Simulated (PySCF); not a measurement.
**Run report: C4H12AlN, excited-state calculation**

C4H12AlN, computed with TDDFT PBE0/def2-SVPD, vertical, gas phase, core orbitals frozen in the response (PySCF 2.14.0).

The geometry comes from this level: GFN2-xTB.

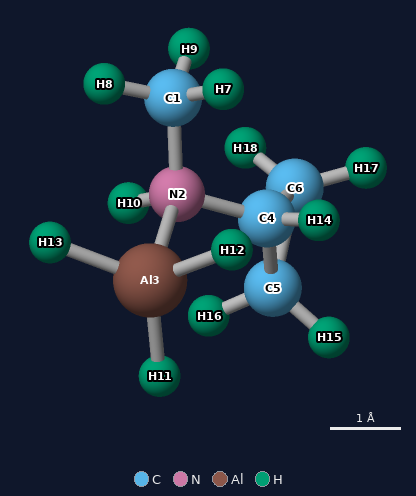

The input geometry (ball-and-stick view, seen at a tilt; atoms are numbered from 1 in the order of the input). Sticks mark near contacts. Bond lengths as drawn: Al–H 1.57 Å, Al–N 2.05 Å, C–C 1.49 to 1.50 Å, C–H 1.08 to 1.09 Å, C–N 1.44 to 1.46 Å and H–N 1.02 Å.

Results in brief

```json
{"quantity": "outcome", "value": "converged"}
{"quantity": "total energy", "value": "−456.198852 hartree"}
{"quantity": "HOMO", "value": "−7.29 eV"}
{"quantity": "LUMO", "value": "0.16 eV"}
{"quantity": "dipole moment", "value": "5.14 D"}
{"quantity": "mean polarisability", "value": "85.99 a.u."}
{"quantity": "lowest singlet excitation", "value": "6.38 eV"}
{"quantity": "hardware", "value": "1 CPU thread, shared host"}
{"quantity": "wall time", "value": "48 s"}
{"quantity": "peak memory", "value": "0.87 GiB"}
```

The input
```
{"job": {"kind": "uv", "xc": "PBE0", "basis": "def2-SVPD", "nstates": 6, "ntriplets": 2}, "charge": 0, "multiplicity": 1}
C      1.317090    -0.989113     0.797066
N      0.589142    -0.167024    -0.164917
Al     1.537234     1.634217    -0.362331
C     -0.769494     0.090600     0.250722
C     -1.834799     0.240389    -0.785508
C     -1.823987    -0.966832     0.107754
H      1.371269    -0.446694     1.740737
H      2.333633    -1.139539     0.436335
H      0.834514    -1.956060     0.962529
H      0.564460    -0.654817    -1.059892
H      0.570187     2.303587    -1.401113
H      1.451119     2.115101     1.134554
H      2.910384     1.061860    -0.874438
H     -0.796153     0.742362     1.116118
H     -2.592885     0.991971    -0.635788
H     -1.551448     0.113849    -1.819616
H     -2.579539    -1.053244     0.872900
H     -1.539486    -1.914296    -0.326768
```

The first line tells a small driver script what to run in PySCF; the rest is the geometry in Å.

Run as:
```bash
OMP_NUM_THREADS=1 python <driver script> task.json out
```

Output
```
coarse grid: 14472 points
cycle   1  E = -456.1065074360  dE =  4.873e-01  |g| = 3.133e-01  |ddm| = 6.078e+00
cycle   2  E = -456.1200287858  dE = -1.352e-02  |g| = 2.629e-01  |ddm| = 1.291e+00
cycle   3  E = -456.1373457517  dE = -1.732e-02  |g| = 5.348e-02  |ddm| = 4.822e-01
cycle   4  E = -456.1379917419  dE = -6.460e-04  |g| = 1.799e-02  |ddm| = 1.214e-01
cycle   5  E = -456.1380626322  dE = -7.089e-05  |g| = 5.501e-03  |ddm| = 4.033e-02
cycle   6  E = -456.1380695716  dE = -6.939e-06  |g| = 1.397e-03  |ddm| = 1.076e-02
final grid: 132184 points
cycle   7  E = -456.1988344781  dE = -5.021e-05  |g| = 8.242e-03  |ddm| = 2.349e-01
cycle   8  E = -456.1988279328  dE =  6.545e-06  |g| = 9.767e-03  |ddm| = 2.967e-02
cycle   9  E = -456.1988519634  dE = -2.403e-05  |g| = 8.374e-04  |ddm| = 1.375e-02
cycle  10  E = -456.1988521120  dE = -1.486e-07  |g| = 2.336e-04  |ddm| = 1.705e-03
cycle  11  E = -456.1988521240  dE = -1.201e-08  |g| = 4.626e-05  |ddm| = 6.345e-04
cycle  12  E = -456.1988521245  dE = -4.576e-10  |g| = 1.777e-05  |ddm| = 1.467e-04
```

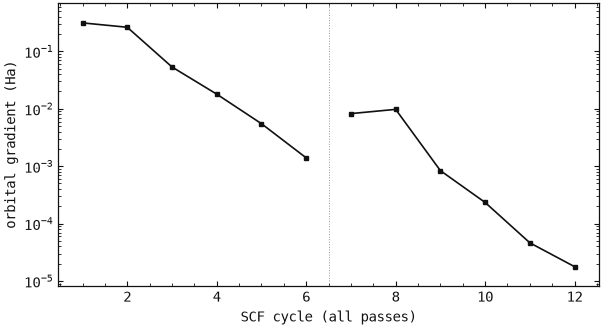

Convergence of the self-consistent field: orbital gradient against the SCF cycle. The dotted line marks the change from a coarse to the final integration grid. The first 6 cycles use a coarse grid, the final grid takes over at cycle 7, and the field converges after 12 cycles in all.

```
converged SCF energy = -456.1988521245

Static polarisability (au): isotropic 85.994, principal 75.965 87.049 94.968

Singlet excitations
state   eV       nm        f      main configurations
  1   6.3756    194.5   0.01099   H->L 0.86, H->L+1 0.11
  2   6.5022    190.7   0.02179   H-1->L 0.86, H-1->L+1 0.09
  3   6.9949    177.2   0.00783   H->L+1 0.55, H-1->L+1 0.13, H->L+2 0.12
  4   7.0527    175.8   0.00244   H-1->L+1 0.45, H-1->L+2 0.17, H->L+1 0.17
  5   7.2655    170.6   0.02899   H->L+2 0.65, H->L+1 0.08
  6   7.2974    169.9   0.04209   H-1->L+2 0.37, H-2->L 0.20, H-1->L+1 0.16

Triplet excitations (Tamm-Dancoff, eV): 6.0596 6.1246
```

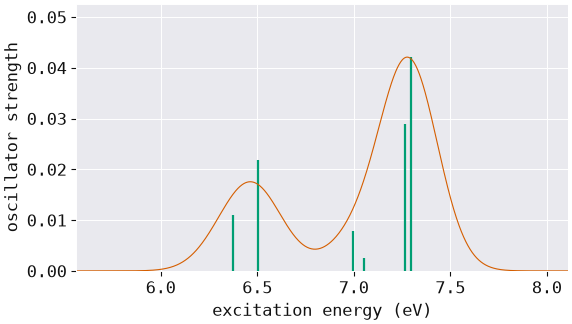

Computed excitations as sticks (degenerate states added up, dark ones marked on the axis), with a Gaussian envelope of 0.35 eV full width at half maximum, scaled to the tallest. Of the 6 states the lowest lies at 6.38 eV (f = 0.011); the strongest line is at 7.30 eV, or 170 nm (f = 0.042).

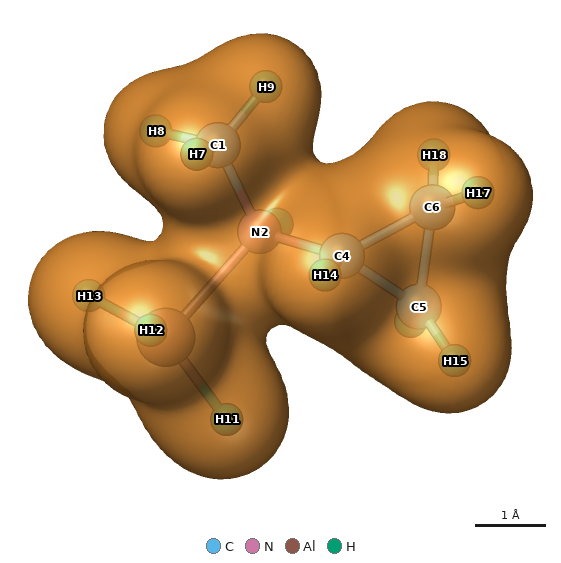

Isosurface of the electron density at 0.1 e/Å³ (orange), seen face on. At this value the surface is in one piece. On the grid the lowest density along these lines, outside the cores, is 1.8 e/Å³ (C–N, 1.44 Å), 1.6 e/Å³ (C–C, 1.49 Å), 0.37 e/Å³ (Al–N, 2.05 Å) and 2.3 e/Å³ (N–H, 1.02 Å).

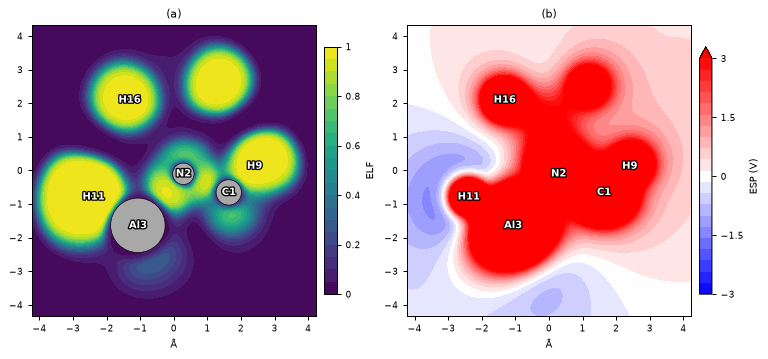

(a) ELF; (b) molecular electrostatic potential on the plane of atoms N2, Al3 and H11. Grey discs, where drawn, cover atomic cores. Atoms in the plane: C, N, Al and H. C–N (1.46 Å): the ELF peaks at about 0.95 between the atoms (a shared electron pair). Al–N (2.05 Å): the ELF peaks at about 0.95 in the valence shell of N, 0.8 Å from its nucleus, and is about 0.75 at the midpoint. Al–H (1.57 Å): the ELF climbs to about 1 towards the hydrogen.
